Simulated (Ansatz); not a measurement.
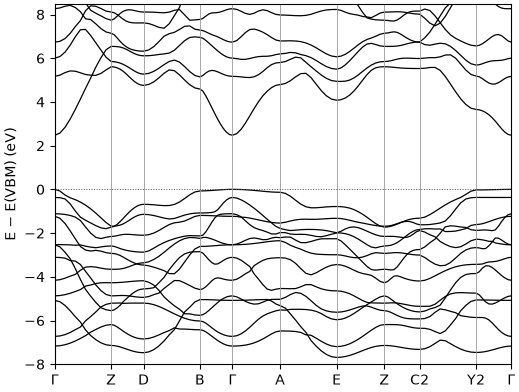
Fig. 1. Band structure from plane-wave PAW r²SCAN (Ansatz code)

### Question
Read off the gap and where the band edges lie.

### Answer
About 2.5 eV (2.48 eV by a search for the band edges); maximum at Γ, minimum at Γ.

### Question
Which of these materials gives this?
(A) As2O3, P2_1/c (Pearson symbol mP20)
(B) TaNO, P2_1 (Pearson symbol mP12)
(C) MgAl3N3O, Pm (Pearson symbol mP8)

### Answer
C, MgAl3N3O, Pm (Pearson symbol mP8)

The start of the workflow was typed in or built on a structure type; neither database checked (COD, Materials Project) lists it. Its standing as an ambient phase is unchecked. Symmetry was held in the r²SCAN relaxation; whether a distortion lowers the energy is not shown.

Potentials: the earlier of the program's two PAW sets.
